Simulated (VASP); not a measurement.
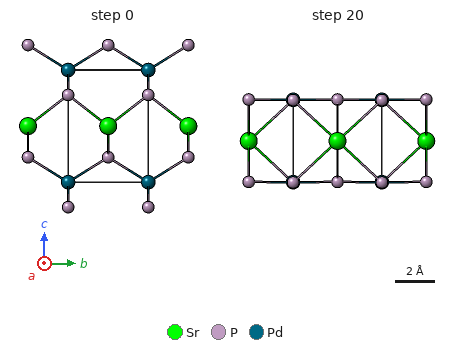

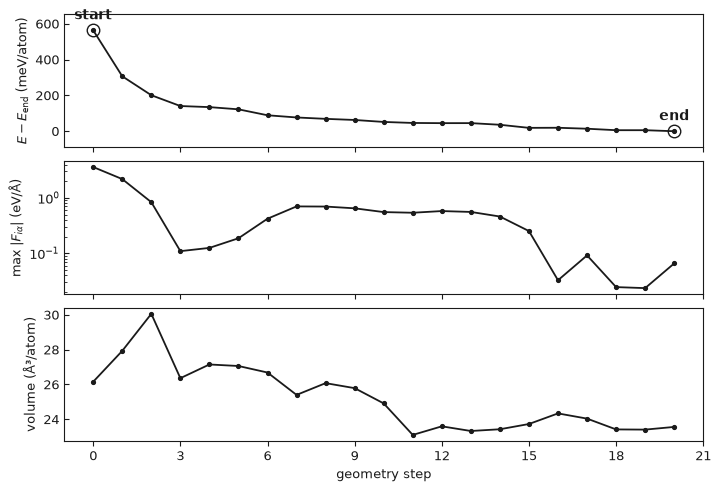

First and last geometry of a relaxation of a crystal of SrP$_{2}$Pd (a generated structure, set up in P-4m2), with the history of the run. A ball-and-stick model of the cell of the calculation, seen along the a axis.

The run lets cell and atoms move.

Computed with Kohn-Sham DFT of a periodic cell, PBE, VASP PAW PBE potentials, recommended in VASP 6.6.1.

Input file:
```
ALGO = Normal ; EDIFF = 1E-7
EDIFFG = -0.01 ; ENCUT = 600
GGA = PE ; IBRION = 2
ISIF = 3 ; ISMEAR = 0
LASPH = True ; LCHARG = False
LREAL = False ; LWAVE = False
NELM = 100 ; NSW = 40
PREC = Accurate ; SIGMA = 0.05
```

Launched with:
```bash
cat potpaw_PBE.64/Sr_sv/POTCAR potpaw_PBE.64/P/POTCAR potpaw_PBE.64/Pd/POTCAR > POTCAR
mpirun -np 1 vasp_std > vasp.out
```

> Read the history and describe the run.

The run was cut off at its time limit before the relaxation converged, so the last structure is only a point on the way. Over 20 geometry steps the energy falls by 564 meV per atom. The largest force component goes from 3.6 to 0.066 eV/Å. The pressure goes from 2.81 to 8.41 GPa. The largest moves relative to the cell, 0.95 Å, are those of P atoms. Pd and Sr stay in place. The volume changes by −9.9 %, with a = b 4.213 → 4.666 Å (+10.8 %), c 5.894 → 4.329 Å (−26.6 %). Some distances before and after: P–Sr 4.751 → 3.192 Å, P–Sr 2.667 → 3.172 Å, P–Pd 2.481 → 2.333 Å. New bonds form: P–Sr (4.75 → 3.19 Å). Among the angles between lasting bonds that change: Pd–P–Pd 116.2° → 179.3°, P–Pd–P 116.2° → 179.3°, Sr–P–Pd 108.9° → 90.2°. The space group stays P-4m2 (No. 115).

```csv
step,"E − E(0), meV/atom","largest force component, eV/Å","pressure, GPa","volume, Å³/atom"
0,0.00,3.6036,2.81,26.158
1,-256.71,2.1851,-1.54,27.933
2,-362.44,0.8371,-4.64,30.059
3,-422.83,0.1095,2.51,26.362
4,-428.88,0.1253,0.43,27.150
5,-441.25,0.1870,0.26,27.062
6,-474.44,0.4212,-0.46,26.687
7,-486.70,0.7021,-2.51,25.402
8,-494.43,0.6979,-1.63,26.078
9,-500.69,0.6486,-1.39,25.790
10,-511.67,0.5546,-0.62,24.913
11,-517.36,0.5396,1.35,23.103
12,-518.44,0.5788,0.77,23.597
13,-518.28,0.5580,1.08,23.329
14,-527.50,0.4613,0.64,23.429
15,-544.72,0.2522,-0.60,23.730
16,-544.21,0.0327,-2.65,24.339
17,-549.56,0.0918,-1.73,24.040
18,-557.82,0.0246,0.50,23.419
19,-557.82,0.0236,0.54,23.408
20,-563.56,0.0658,8.41,23.562
```
